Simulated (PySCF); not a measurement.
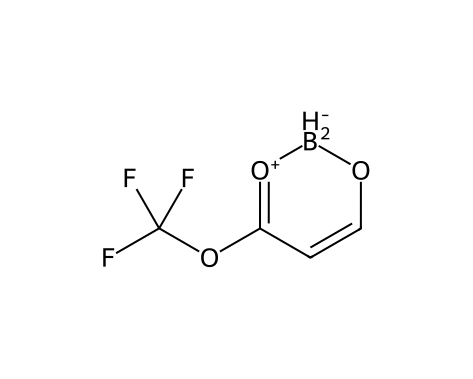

2D structure.

Question: Give its SMILES.

Answer: FC(F)(F)OC1=[O+][BH2-]OC=C1

Question: Give the formula, hydrogens included.

Answer: C4H4BF3O3.

The parts below concern this one geometry. Atoms keep their numbers from picture to picture. The geometry was computed by an optimisation with PBE0-D3(BJ)/def2-SVP. No frequency run is at hand to confirm it as a minimum.

Charges

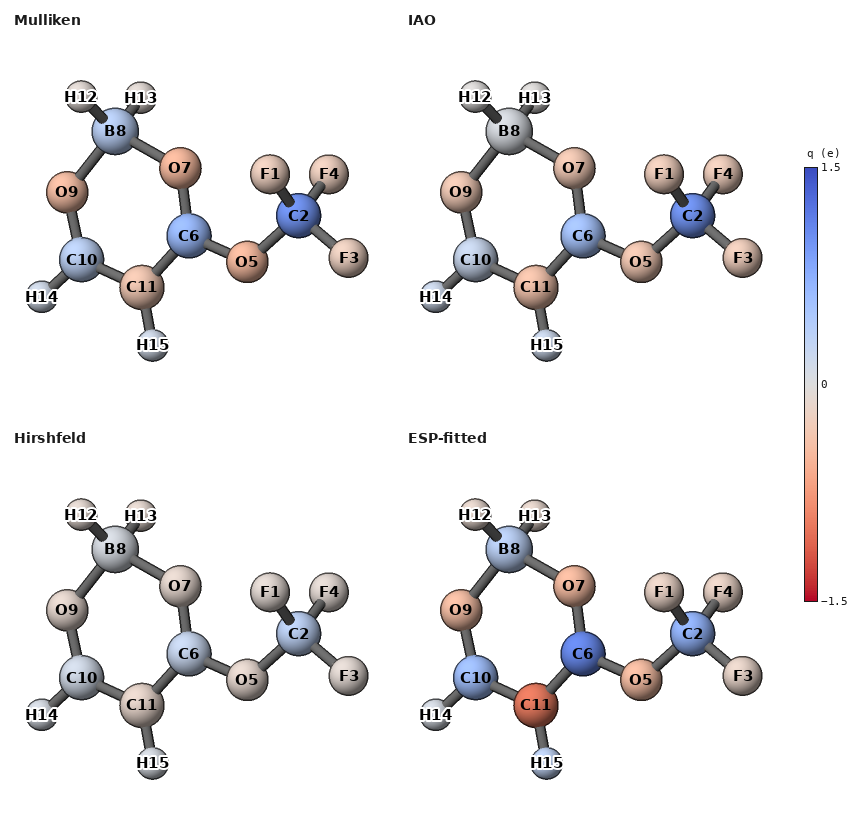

Atomic charges of one calculation by 4 schemes, on one colour scale. No frequency run is at hand to confirm it as a minimum. Computed with PBE0/pcSseg-1 (PySCF 2.14.0).

Question: Which scheme gives the most polar picture (largest mean size of the charges)?

Answer: The ESP-fitted charges are the largest in size here, and the Hirshfeld charges the smallest.

Question: On which atom do the schemes disagree most?

Answer: On C6 (from 0.22 to 1.05 e); C11 (from −0.95 to −0.13 e).

List the charges (e), one line for each set of equivalent atoms. Atoms whose distances differ by more than 0.02 Å in this geometry are listed apart.

| atom | Mulliken | IAO | Hirshfeld | ESP-fitted |
| --- | --- | --- | --- | --- |
| F1 | −0.23 | −0.25 | −0.07 | −0.17 |
| C2 | 0.96 | 0.96 | 0.33 | 0.67 |
| F3 | −0.22 | −0.25 | −0.07 | −0.15 |
| F4 | −0.23 | −0.25 | −0.07 | −0.17 |
| O5 | −0.47 | −0.32 | −0.11 | −0.44 |
| C6 | 0.61 | 0.52 | 0.22 | 1.05 |
| O7 | −0.47 | −0.31 | −0.11 | −0.45 |
| B8 | 0.35 | 0.05 | 0.06 | 0.34 |
| O9 | −0.43 | −0.30 | −0.11 | −0.42 |
| C10 | 0.32 | 0.20 | 0.12 | 0.57 |
| C11 | −0.32 | −0.37 | −0.13 | −0.95 |
| H12 | −0.07 | −0.02 | −0.09 | −0.12 |
| H13 | −0.07 | −0.02 | −0.09 | −0.13 |
| H14 | 0.13 | 0.17 | 0.08 | 0.08 |
| H15 | 0.13 | 0.19 | 0.06 | 0.30 |

Ring current

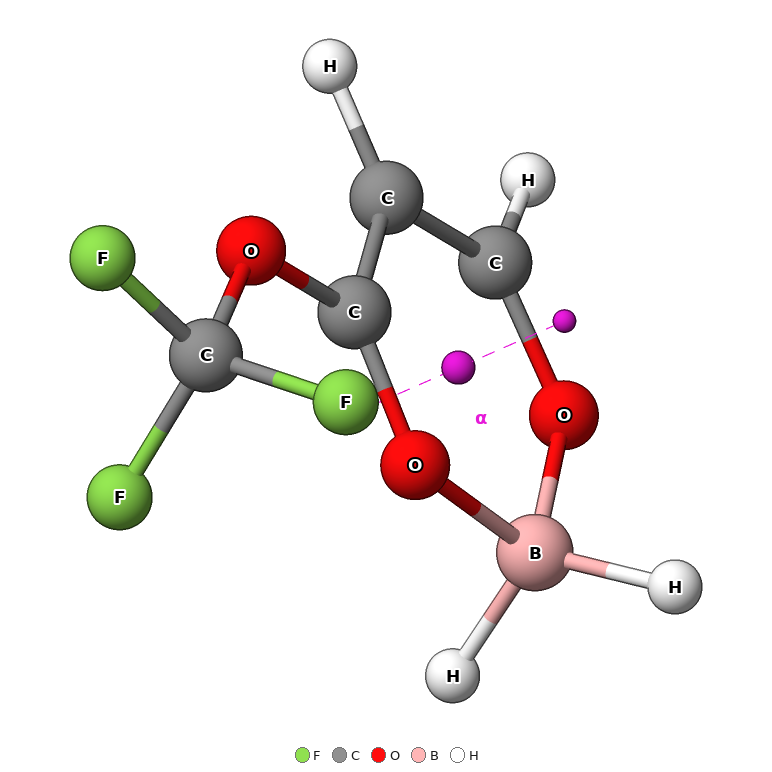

The small points mark where nucleus-independent chemical shifts (NICS) were computed: at the centre of each lettered ring and 1 Å above and below it. No frequency run is at hand to confirm it as a minimum. Method: GIAO mPW1PW91/pcSseg-2 NMR shielding, non-relativistic, gas phase (PySCF 2.14.0).

Give NICS(0), NICS(1) and the out-of-plane component NICS(1)zz for each ring (means of the two sides).

| ring | members | NICS(0) | NICS(1) | NICS(1)zz |
| --- | --- | --- | --- | --- |
| α | C3BO2 | 5.1 | 3.1 | 10.8 |

Values in ppm.

Quadrupole coupling

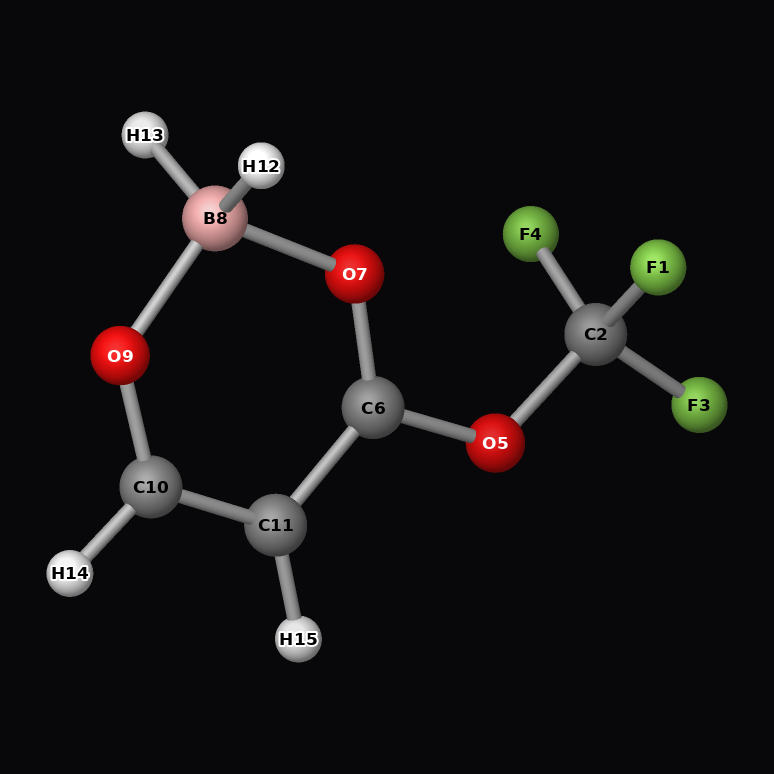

No frequency run is at hand to confirm it as a minimum. Electric field gradients from the ground-state density, PBE0/pcSseg-1 in acetone (IEF-PCM) (PySCF 2.14.0), non-relativistic apart from any core potentials.

Give the largest field-gradient component, the quadrupole coupling constant and the asymmetry for 17O at O5 (Q = −25.6 mb), 17O at O7 (Q = −25.6 mb), 11B at B8 (Q = 40.59 mb), 17O at O9 (Q = −25.6 mb).

| atom | V_zz (a.u.) | e²qQ/h (MHz) | η |
| --- | --- | --- | --- |
| O5 | 1.879 | −11.30 | 0.44 |
| O7 | 1.312 | −7.89 | 0.40 |
| B8 | −0.296 | −2.82 | 0.88 |
| O9 | 1.290 | −7.76 | 0.50 |

Mulliken values depend strongly on the basis set and can even reverse the polarity of a bond.
